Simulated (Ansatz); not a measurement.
Consider TiO₂ in the anatase structure (space group I4_1/amd, No. 141; a = 3.739 Å, c = 9.455 Å). Axes: x, y, z lie along a, b, c of the conventional cell.

Structures relaxed with LDA (Ansatz, a first-principles code, PAW, without spin-orbit coupling).

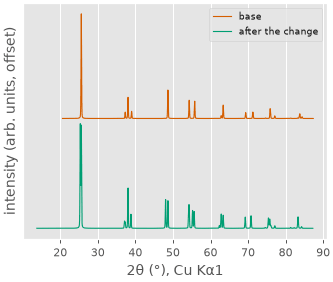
Fig. 1. Simulated powder patterns before (top) and after one change

**Question.** Which change produced these results?
A) uniaxial strain ε_xx = +2.40 %
B) uniaxial strain ε_xx = +1.20 %
C) uniaxial strain ε_xx = +3.00 %

**Answer.** B, uniaxial strain ε_xx = +1.20 %. Its volume per atom is 11.15 Å³ against 11.02 Å³, and its space group is Imma (No. 74).

No phonon test of stability was made. The final runs are not spin-polarised.
